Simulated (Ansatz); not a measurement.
# Work function of Mo(110): what the settings cost and change

Aim: the work function of Mo(110) against thickness and vacuum, with the cost.

Calculated with Ansatz 0.2.0; plane-wave DFT, PBE, Ansatz PAW.

Experimental background.

“Anisotropic work function of elemental crystals” (2019, arxiv:1902.07811) quotes from earlier work for Mo (clean (110) face, a compiled value): work function (clean (110) face, a compiled value) 4.95 eV.

**1. The starting structure**

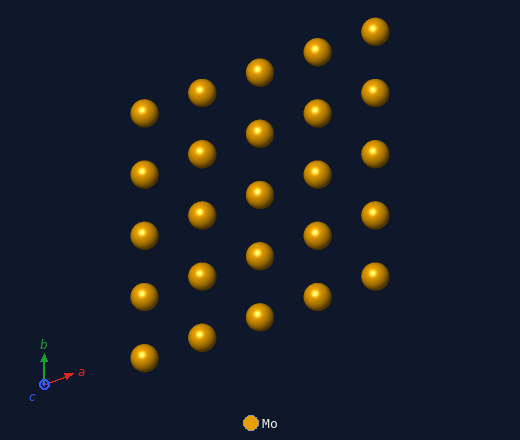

The cell as given, from above (molybdenum orange). 4×4×1 cells are drawn. Some periodic images of atoms are drawn too.

The cell holds 1 atom: 1 Mo. Its edges and angles: a = 2.728 Å, b = 2.728 Å, c = 18.000 Å, α = 90.0°, β = 90.0°, γ = 70.5°. Vacuum lies along c.

**2. Slab, setting 1 layer**

A work function rests on the faint tail of the density, so the SCF threshold is tight. The slab grows from one layer, at fixed mesh and 18 Å of vacuum; then the vacuum is varied on one slab.

input.yaml

```yaml
crystal:
  lattice:
    - [2.2273863607, -1.575, 0.0]
    - [2.2273863607, 1.575, 0.0]
    - [0.0, 0.0, 18.0]
  atoms:
    - { symbol: Mo, position: [0.0, 0.0, 0.5] }
kpoints:
  mp_grid: { grid: [16, 16, 1] }
hamiltonian:
  xc: pbe
scf:
  occupations: { method: fermi_dirac, width: 0.1 }
  convergence: { dr2_threshold: 1.0e-09 }
efield:
  axis: 3
  dipole_correction: true
  ramp_position: 0.97
  ramp_width: 0.06
output:
  write_potential: true
  write_density: true
  volumetric_format: npy
  elf: true
```

Started as:

```
$ ansatz run input.yaml --threads 2 --pin off --max-ram 3072MiB --backend cpu --events-out ev --progress --plain --runs-dir out
```

Numbers of over 12 decimals in the logs are rounded to 6 here.

The program printed:

```text
Engine: ansatz 0.2.0, aarch64-unknown-linux-gnu
Pseudopotentials: kind: paw
Pseudopotential: Mo, paw, valence charge 14, recommended cutoff 420 eV (normal), Mo.paw.azcp
Functional definition: PBE
  parameter kappa = 0.804
  parameter beta = 0.066725
  exchange = pbe_x(kappa = kappa, mu = beta*pi^2/3)
  correlation = pbe_c(beta = beta)
Crystal: 1 atoms, lattice volume = 126.293 Å³
Basis set: ecut = 420 eV, 2507 PW (Γ)
Bands: 11, of which v1, the nominal top of the filled ones, is band 7 counted from 1 (6 counted from 0)
Symmetry: 4 space group operations
k-points: 73 of 256
Non-local potential: Mo, projectors of the file, l = 0: 3, l = 1: 2, l = 2: 2, l = 3: 1
PAW form: soft (Blöchl's): semilocal exchange-correlation on the pseudo side does not see the compensation charge
PAW one-centre angular grid: Mo, 590 points (default); XC on 64 Gauss nodes
Initial density: superposition of atomic densities (neutral atoms: chi_scale 0, normalization atom), corrected by the library's trained network
Initial wavefunctions: pseudopotential atomic-orbital guess
Functional: x = pbe(κ = 0.804, μ = 0.219515), c = pbe(β = 0.066725)
SCF iter   1: F=—  HF=-4953.182352 eV  |F-HF|=—  |Δ(HF+E_count)|=         —  Δρ=2.85e-3  dr2=7.52e-3  ethr=1.77e-3  p=-0.000 e·Å  D=-3.28e-15 V/Å  ΔV_dip=0.00 eV  dr2_dipole=1.60e-12  V_vac-E_F(+/−)=5.00/5.00 eV  ⟨swp⟩=6.1  Hψ=5102  notcnv=0
efield: sawtooth ramp at fractional position 0.9700 (set: `efield.ramp_position`, or a place that a band, a saddle search or an elastic batch's reference lends), width 0.0600; the density the first Hamiltonian is built on has a dipole p = -0.000 e·Å; the dipole correction subtracts the counter field D = -3.28e-15 V/Å, which shifts the + side's vacuum level by +0.00 eV against the − side's; the planar-averaged density in the ramp window peaks in size at 1.8e-5 e/Å³
preconditioner: auto → LDOS  [metal: Δε(μ)=0.068 eV  Ē_g=4.394 eV  σ=0.100 eV  W_gap=0.16  n_scr=10 (ndim 8)  ℏωp=8.1 eV  f_vac=0.728  D(μ)=2.20/eV (n_scr^D=10)  β→1.0]
SCF iter   2: F=—  HF=-4953.183510 eV  |F-HF|=—  |Δ(HF+E_count)|=   1.16e-3  Δρ=1.22e-3  dr2=1.12e-3  ethr=5.37e-5  p=0.000 e·Å  D=4.63e-10 V/Å  ΔV_dip=-0.00 eV  dr2_dipole=3.61e-12  V_vac-E_F(+/−)=5.03/5.03 eV  ⟨swp⟩=2.9  Hψ=2097  notcnv=0
SCF iter   3: F=—  HF=-4953.183495 eV  |F-HF|=—  |Δ(HF+E_count)|=   1.41e-5  Δρ=3.30e-4  dr2=2.42e-4  ethr=7.99e-6  p=0.000 e·Å  D=1.34e-7 V/Å  ΔV_dip=-0.00 eV  dr2_dipole=1.05e-13  V_vac-E_F(+/−)=5.03/5.03 eV  ⟨swp⟩=2.9  Hψ=1385  notcnv=0
SCF iter   4: F=—  HF=-4953.183485 eV  |F-HF|=—  |Δ(HF+E_count)|=   1.02e-5  Δρ=1.03e-4  dr2=2.74e-5  ethr=1.73e-6  p=0.000 e·Å  D=1.22e-7 V/Å  ΔV_dip=-0.00 eV  dr2_dipole=7.02e-13  V_vac-E_F(+/−)=5.04/5.04 eV  ⟨swp⟩=1.6  Hψ=924  notcnv=0
SCF iter   5: F=—  HF=-4953.183486 eV  |F-HF|=—  |Δ(HF+E_count)|=   5.12e-7  Δρ=2.40e-5  dr2=1.37e-6  ethr=1.96e-7  p=-0.000 e·Å  D=-9.54e-8 V/Å  ΔV_dip=0.00 eV  dr2_dipole=7.51e-13  V_vac-E_F(+/−)=5.05/5.05 eV  ⟨swp⟩=2.3  Hψ=1032  notcnv=0
SCF iter   6: F=—  HF=-4953.183486 eV  |F-HF|=—  |Δ(HF+E_count)|=   4.52e-7  Δρ=8.01e-6  dr2=7.82e-8  ethr=9.82e-9  p=0.000 e·Å  D=6.94e-10 V/Å  ΔV_dip=-0.00 eV  dr2_dipole=3.83e-14  V_vac-E_F(+/−)=5.05/5.05 eV  ⟨swp⟩=2.4  Hψ=1222  notcnv=0
SCF iter   7: F=—  HF=-4953.183486 eV  |F-HF|=—  |Δ(HF+E_count)|=   4.64e-8  Δρ=1.15e-6  dr2=1.47e-9  ethr=5.59e-10  p=-0.000 e·Å  D=-8.72e-9 V/Å  ΔV_dip=0.00 eV  dr2_dipole=3.25e-15  V_vac-E_F(+/−)=5.05/5.05 eV  ⟨swp⟩=2.5  Hψ=1205  notcnv=0
SCF iter   8: F=-4953.183486 eV  HF=-4953.183486 eV  |F-HF|=1.44e-10  |Δ(HF+E_count)|=   4.07e-9  Δρ=2.25e-7  dr2=3.26e-11  ethr=7.14e-12  p=0.000 e·Å  D=2.89e-9 V/Å  ΔV_dip=-0.00 eV  dr2_dipole=4.98e-15  V_vac-E_F(+/−)=5.05/5.05 eV  ⟨swp⟩=4.0  Hψ=2708  notcnv=0
SCF 1 converged in 8 iterations: F = -4953.183486 eV  dr2 = 3.26e-11
  greatest PAW one-centre occupation: 0.998 electrons in one spin orbital (limit 2), on the Mo atom at site 0 (counted from 0), in its partial waves of l = 0
WARN: The output density's exchange-correlation potential varies sharply where the density is thin. Do not read a vacuum level from v_tot or v_xc, or from such a field of the output density. On a cell that repeats whose density bears no net charge and no dipole along the vacuum's axis use v_es (v_loc + v_h of the components); under efield.dipole_correction with no amplitude use v_es + v_field, which holds any externa [...]
SCF converged after 8 iterations
Free energy (F): -4953.183486 eV
Harris-Foulkes:  -4953.183486 eV  (|F-HF|=1.44e-10)
Internal energy: -4953.111515 eV  (E = F + TS)
E sigma→0 (E₀):  -4953.147500 eV
Entropy (-TS):   -0.071972 eV (-71.972 meV/atom)
Fermi energy:    -1.687387 eV
Dipole field:    D = -0.000000 V/Å  (p = -0.000000 e·Å, saw-weighted, corrected)
Work function:   Φ+ = 5.0542 eV   Φ− = 5.0542 eV
Levels:          The Fermi level and band energies are counted from a zero that moves with the ramp; work functions are not
--- Per-component energies (eV) ---
  E_band       = -365.144072
  E_kinetic    = 434.374834
  E_local      = -7138.474676  (includes V_loc(G=0)·N_el)
  E_nonlocal   = 144.796454
  E_hartree    = 3280.663070
  E_xc         = -179.019662
  E_vxc        = -222.910811  (∫ρ·V_xc dr)
  E_paw        = -3201.501073  (= ΣΔE_a)
  E_vpaw       = -144.255905  (= ΣTr[D̂ρ^β])
  E_aug_tail   = 0.000043  (compensation charges beyond the density's cutoff)
  E_efield     = 0.000000  (sawtooth field / dipole correction)
  E_vefield    = 0.000000  (∫n·V_field dr)
  E_ewald      = 1706.049497
  E_smearing   = -0.071972  (= −TS)
  E_closure    = 0.000000  (closes the sum)
  Σ components = -4953.183486   (vs F -4953.183486, Δ=0.00e0)
--- Band table (eV; the first three rows and the last of 73) ---
  k-point 0: bands = [... 3 lower, -36.0179, -6.2242, -3.6667, -2.9854, -0.8690, -0.0385, 0.1548, 0.6801]
  k-point 1: bands = [... 3 lower, -36.0387, -6.0873, -3.6261, -2.9308, -1.1079, -0.0629, 0.3050, 0.7045]
  k-point 2: bands = [... 3 lower, -36.0817, -5.7120, -3.5040, -2.7661, -1.6072, -0.0926, 0.4307, 0.9340]
  k-point 72: bands = [... 3 lower, -36.6971, -5.3145, -3.6472, -1.4297, -0.5100, 2.8547, 2.9669, 6.5106]
```

It took 18 s on 2 threads of Arm Neoverse N1, shared host; peak memory 0.46 GiB; 29 s of CPU time.

This step gave:

```
energy at zero smearing   : -4953.1475 eV
work function, upper face : 5.054 eV
```

Running mean over 2.227 Å of the planar mean; the ramp of the sawtooth is left out. Table of electron's electrostatic potential energy less the Fermi level by z:

```
z (Å)  electron's electrostatic potential energy less the Fermi level (eV)
    3                                                                 5.05
    4                                                                 5.05
    5                                                                 5.04
    6                                                                 4.92
    7                                                                 3.53
    8                                                                -5.75
    9                                                                -12.1
   10                                                                -5.75
   11                                                                 3.53
   12                                                                 4.92
   13                                                                 5.04
   14                                                                 5.05
   15                                                                 5.05
```

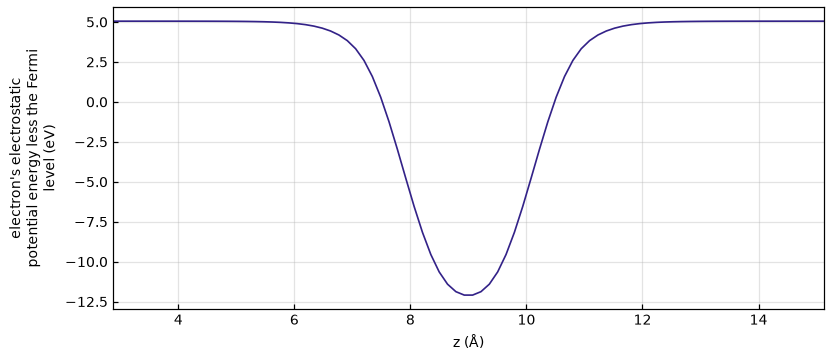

Electron's electrostatic potential energy less the Fermi level against z.

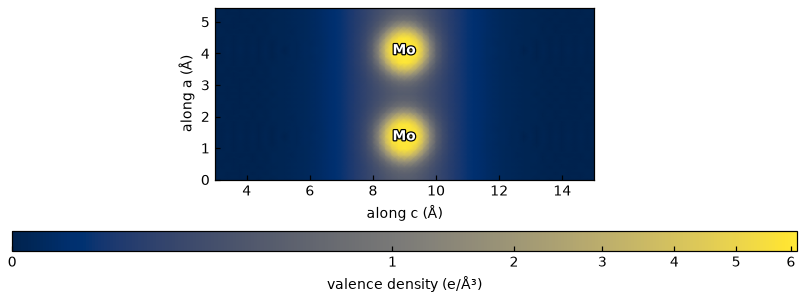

Valence density in the ca plane at fractional y = 0.000, with atoms of Mo within 0.2 Å of it. It is the smooth field of the valence electrons, not physical close to the nuclei. The map starts off the cell's origin, so that atoms lie inside it. The colour scale is stretched toward low values. The far vacuum is left out of the map.

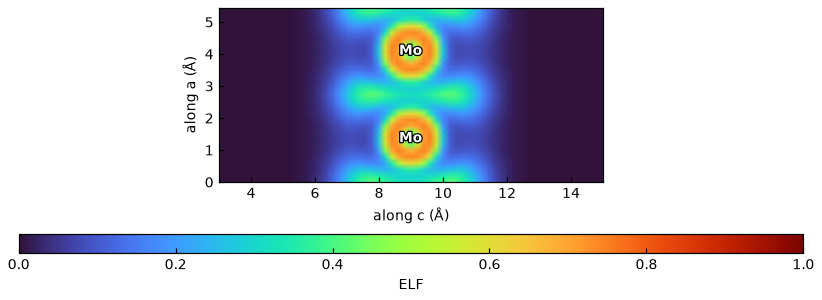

ELF in the ca plane at fractional y = 0.000, with atoms of Mo within 0.2 Å of it. It is the smooth field of the valence electrons, not physical close to the nuclei. The map starts off the cell's origin, so that atoms lie inside it. The far vacuum is left out of the map.

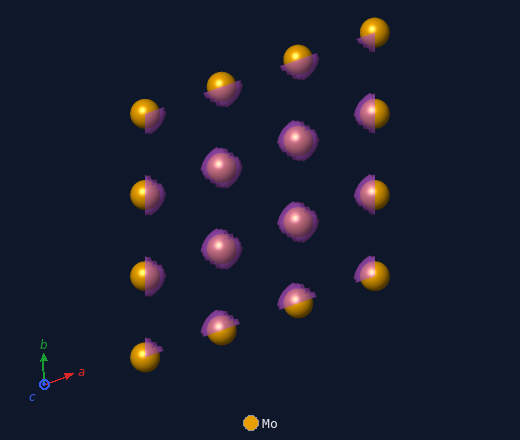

Surface of ELF = 0.67. 3×3×1 cells are drawn.

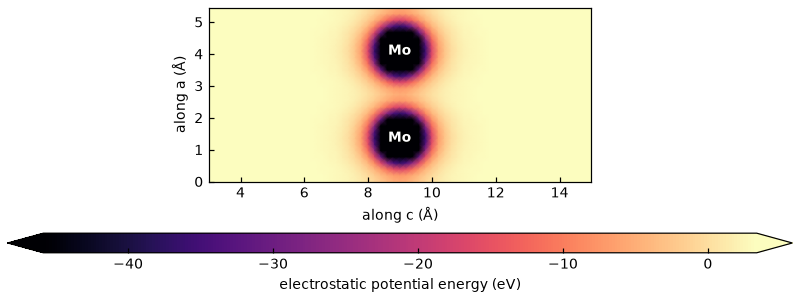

Electrostatic potential energy in the ca plane at fractional y = 0.000, with atoms of Mo within 0.2 Å of it. With pseudopotentials it is smooth inside the atoms' cores, unlike the true potential. The map starts off the cell's origin, so that atoms lie inside it. The far vacuum is left out of the map.

The work function is 5.054 eV.

**3. Run, 2 atoms**

System of this step: Mo(110). The cell holds 2 atoms: 2 Mo. Cell: a = 2.728 Å, b = 2.728 Å, c = 20.227 Å, α = 90.0°, β = 90.0°, γ = 70.5°. Vacuum lies along c.

input.yaml, the sections that differ from step 2:

```yaml
crystal:
  lattice:
    - [2.2273863607, -1.575, 0.0]
    - [2.2273863607, 1.575, 0.0]
    - [0.0, 0.0, 20.2273863607]
  atoms:
    - { symbol: Mo, position: [0.0, 0.0, 0.4449413206] }
    - { symbol: Mo, position: [0.5, 0.5, 0.5550586794] }
output:
  write_potential: true
  write_density: true
  volumetric_format: npy
# kpoints, hamiltonian, scf, efield: as in step 2
```

The program printed:

```text
[...]
Crystal: 2 atoms, lattice volume = 141.921 Å³
Basis set: ecut = 420 eV, 2825 PW (Γ)
Bands: 18, of which v1, the nominal top of the filled ones, is band 14 counted from 1 (13 counted from 0)
Symmetry: 4 space group operations
k-points: 73 of 256
[...]
k-point 1: bands = [... 10 lower, -1.4393, -0.4280, -0.0922, 0.2029, 1.4791, 1.8315, 2.5919, 2.8278, ... 4 higher]
  k-point 2: bands = [... 10 lower, -1.3518, -0.4383, -0.0850, 0.0782, 1.3241, 1.7755, 2.5695, 2.7343, ... 4 higher]
  k-point 72: bands = [... 10 lower, -2.7825, -0.5442, 0.6325, 2.0786, 3.0031, 3.2031, 4.6640, 5.5659, ... 4 higher]
[key lines of the parts left out:]
SCF converged after 9 iterations
Free energy (F): -9909.576895 eV
Fermi energy:    1.169521 eV
Dipole field:    D = -0.000000 V/Å  (p = -0.000000 e·Å, saw-weighted, corrected)
Work function:   Φ+ = 4.5672 eV   Φ− = 4.5672 eV
```

The job ended after 36 s (2 threads; peak memory 0.5 GiB).

The work function is 4.567 eV, -0.487 eV from the run “1 layer”, at 2.1 times its CPU time.

**4. Run, 3 atoms**

System of this step: Mo(110). The cell holds 3 atoms: 3 Mo. Its edges and angles: a = 2.728 Å, b = 2.728 Å, c = 22.455 Å, α = 90.0°, β = 90.0°, γ = 70.5°. Vacuum lies along c.

input.yaml, the sections that differ from step 3:

```yaml
crystal:
  lattice:
    - [2.2273863607, -1.575, 0.0]
    - [2.2273863607, 1.575, 0.0]
    - [0.0, 0.0, 22.4547727215]
  atoms:
    - { symbol: Mo, position: [0.0, 0.0, 0.40080566] }
    - { symbol: Mo, position: [0.5, 0.5, 0.5] }
    - { symbol: Mo, position: [0.0, 0.0, 0.59919434] }
# kpoints, hamiltonian, scf, efield, output: as in step 3
```

The program printed:

```text
[...]
Crystal: 3 atoms, lattice volume = 157.549 Å³
Basis set: ecut = 420 eV, 3133 PW (Γ)
Bands: 26, of which v1, the nominal top of the filled ones, is band 21 counted from 1 (20 counted from 0)
Symmetry: 4 space group operations
k-points: 73 of 256
[...]
k-point 0: bands = [... 17 lower, 1.5071, 1.6483, 1.7276, 2.5259, 2.8081, 4.1497, 4.3389, 4.5666, ... 6 higher]
  k-point 1: bands = [... 17 lower, 1.5172, 1.5177, 1.7680, 2.6467, 2.6523, 3.8059, 4.2897, 4.4533, ... 6 higher]
  k-point 2: bands = [... 17 lower, 1.2431, 1.4291, 1.9180, 2.4284, 2.7702, 3.3423, 4.2264, 4.2811, ... 6 higher]
  k-point 72: bands = [... 17 lower, 0.5601, 2.8641, 3.1989, 3.8433, 4.1117, 5.6030, 5.7078, 6.0593, ... 6 higher]
[key lines of the parts left out:]
SCF converged after 9 iterations
Free energy (F): -14865.544701 eV
Fermi energy:    3.056814 eV
Dipole field:    D = 0.000000 V/Å  (p = 0.000000 e·Å, saw-weighted, corrected)
Work function:   Φ+ = 4.7112 eV   Φ− = 4.7112 eV
```

The job ended after 57 s (2 threads; peak memory 0.61 GiB).

The work function is 4.711 eV, +0.144 eV from the run “2 layers”, at 1.6 times its CPU time.

**5. Slab, 4 atoms**

System of this step: Mo(110). The cell holds 4 atoms: 4 Mo. Cell: a = 2.728 Å, b = 2.728 Å, c = 24.682 Å, α = 90.0°, β = 90.0°, γ = 70.5°. Vacuum lies along c.

input.yaml, the sections that differ from step 4:

```yaml
crystal:
  lattice:
    - [2.2273863607, -1.575, 0.0]
    - [2.2273863607, 1.575, 0.0]
    - [0.0, 0.0, 24.6821590822]
  atoms:
    - { symbol: Mo, position: [0.0, 0.0, 0.3646358477] }
    - { symbol: Mo, position: [0.5, 0.5, 0.4548786159] }
    - { symbol: Mo, position: [0.0, 0.0, 0.5451213841] }
    - { symbol: Mo, position: [0.5, 0.5, 0.6353641523] }
# kpoints, hamiltonian, scf, efield, output: as in step 4
```

The program printed:

```text
[...]
Crystal: 4 atoms, lattice volume = 173.177 Å³
Basis set: ecut = 420 eV, 3445 PW (Γ)
Bands: 34, of which v1, the nominal top of the filled ones, is band 28 counted from 1 (27 counted from 0)
Symmetry: 4 space group operations
k-points: 73 of 256
[...]
k-point 0: bands = [... 24 lower, 3.2118, 3.3011, 3.5166, 3.8009, 4.7836, 5.1985, 5.7940, 5.9107, ... 8 higher]
  k-point 1: bands = [... 24 lower, 3.1487, 3.2736, 3.4521, 3.9118, 4.5976, 5.2872, 5.4923, 5.8136, ... 8 higher]
  k-point 2: bands = [... 24 lower, 2.8982, 3.1173, 3.6907, 3.9109, 4.4567, 4.7336, 5.6715, 5.6725, ... 8 higher]
  k-point 72: bands = [... 24 lower, 3.3338, 5.1939, 5.2070, 5.4370, 5.7049, 6.0964, 7.3820, 7.5964, ... 8 higher]
[key lines of the parts left out:]
SCF converged after 9 iterations
Free energy (F): -19821.634135 eV
Fermi energy:    4.720044 eV
Dipole field:    D = 0.000000 V/Å  (p = 0.000000 e·Å, saw-weighted, corrected)
Work function:   Φ+ = 4.7012 eV   Φ− = 4.7012 eV
```

It took 68 s on 2 threads; peak memory 0.74 GiB; 2 min of CPU time.

The work function is 4.701 eV, -0.010 eV from the run “3 layers”, at 1.2 times its CPU time.

**6. Slab, 5 atoms**

System of this step: Mo(110). The cell holds 5 atoms: 5 Mo. Cell: a = 2.728 Å, b = 2.728 Å, c = 26.910 Å, α = 90.0°, β = 90.0°, γ = 70.5°. Vacuum lies along c.

input.yaml, the sections that differ from step 5:

```yaml
crystal:
  lattice:
    - [2.2273863607, -1.575, 0.0]
    - [2.2273863607, 1.575, 0.0]
    - [0.0, 0.0, 26.909545443]
  atoms:
    - { symbol: Mo, position: [0.0, 0.0, 0.33445381] }
    - { symbol: Mo, position: [0.5, 0.5, 0.417226905] }
    - { symbol: Mo, position: [0.0, 0.0, 0.5] }
    - { symbol: Mo, position: [0.5, 0.5, 0.582773095] }
    - { symbol: Mo, position: [0.0, 0.0, 0.66554619] }
# kpoints, hamiltonian, scf, efield, output: as in step 5
```

The program printed:

```text
[...]
Crystal: 5 atoms, lattice volume = 188.805 Å³
Basis set: ecut = 420 eV, 3751 PW (Γ)
Bands: 42, of which v1, the nominal top of the filled ones, is band 35 counted from 1 (34 counted from 0)
Symmetry: 4 space group operations
k-points: 73 of 256
[...]
k-point 0: bands = [... 31 lower, 4.6397, 4.7269, 5.0522, 5.2864, 6.0189, 6.4237, 7.1961, 7.3602, ... 10 higher]
  k-point 1: bands = [... 31 lower, 4.5900, 4.7953, 5.0465, 5.2355, 6.0793, 6.2729, 6.8653, 7.1526, ... 10 higher]
  k-point 2: bands = [... 31 lower, 4.4694, 4.6900, 5.0769, 5.4464, 5.6902, 6.1760, 6.5643, 7.0177, ... 10 higher]
  k-point 72: bands = [... 31 lower, 5.6691, 6.6487, 6.6606, 6.8740, 7.4221, 7.5142, 7.8621, 8.6017, ... 10 higher]
[key lines of the parts left out:]
SCF converged after 9 iterations
Free energy (F): -24777.657096 eV
Fermi energy:    6.095644 eV
Dipole field:    D = 0.000000 V/Å  (p = 0.000000 e·Å, saw-weighted, corrected)
Work function:   Φ+ = 4.6533 eV   Φ− = 4.6533 eV
```

Wall time 95 s (2 threads); peak memory 0.87 GiB; 2.8 min of CPU time.

The work function is 4.653 eV, -0.048 eV from the run “4 layers”, at 1.4 times its CPU time.

**7. Slab, 6 atoms**

System of this step: Mo(110). The cell holds 6 atoms: 6 Mo. Cell: a = 2.728 Å, b = 2.728 Å, c = 29.137 Å, α = 90.0°, β = 90.0°, γ = 70.5°. Vacuum lies along c.

input.yaml, the sections that differ from step 6:

```yaml
crystal:
  lattice:
    - [2.2273863607, -1.575, 0.0]
    - [2.2273863607, 1.575, 0.0]
    - [0.0, 0.0, 29.1369318037]
  atoms:
    - { symbol: Mo, position: [0.0, 0.0, 0.3088863323] }
    - { symbol: Mo, position: [0.5, 0.5, 0.3853317994] }
    - { symbol: Mo, position: [0.0, 0.0, 0.4617772665] }
    - { symbol: Mo, position: [0.5, 0.5, 0.5382227335] }
    - { symbol: Mo, position: [0.0, 0.0, 0.6146682006] }
    - { symbol: Mo, position: [0.5, 0.5, 0.6911136677] }
# kpoints, hamiltonian, scf, efield, output: as in step 6
```

The program printed:

```text
[...]
Crystal: 6 atoms, lattice volume = 204.432 Å³
Basis set: ecut = 420 eV, 4059 PW (Γ)
Bands: 51, of which v1, the nominal top of the filled ones, is band 42 counted from 1 (41 counted from 0)
Symmetry: 4 space group operations
k-points: 73 of 256
[...]
k-point 0: bands = [... 38 lower, 5.8649, 5.9293, 6.1023, 6.7776, 6.8031, 7.7599, 7.8938, 8.3901, ... 14 higher]
  k-point 1: bands = [... 38 lower, 5.7784, 5.9386, 6.2250, 6.5617, 6.9649, 7.4763, 8.0465, 8.0593, ... 14 higher]
  k-point 2: bands = [... 38 lower, 5.6299, 6.0579, 6.3354, 6.4191, 7.0046, 7.1558, 7.4517, 8.1395, ... 14 higher]
  k-point 72: bands = [... 38 lower, 7.5193, 7.6077, 7.8686, 8.2097, 8.2715, 8.6190, 9.1374, 9.4025, ... 14 higher]
[key lines of the parts left out:]
SCF converged after 9 iterations
Free energy (F): -29733.695684 eV
Fermi energy:    7.234783 eV
Dipole field:    D = 0.000001 V/Å  (p = 0.000001 e·Å, saw-weighted, corrected)
Work function:   Φ+ = 4.6681 eV   Φ− = 4.6681 eV
```

It took 2.2 min on 2 threads; peak memory 1.1 GiB; 3.8 min of CPU time.

The work function is 4.668 eV, +0.015 eV from the run “5 layers”, at 1.3 times its CPU time.

(Continued in part 2 of 2.)

[Logs are printed without paths, hosts, clocks, repeated set-up lines and the standing remarks that a program may print on its own settings, such as how far it seeks lower states.]

[Hosts, paths, dates, database ids (printed as entryN), source tags and the programs' standing remarks are cut or masked in the printed files.]

[Maps of the electrostatic potential energy from Ansatz leave out the sawtooth potential of an applied field or a dipole correction, so their vacuum need not be flat; planar profiles and work functions include it.]
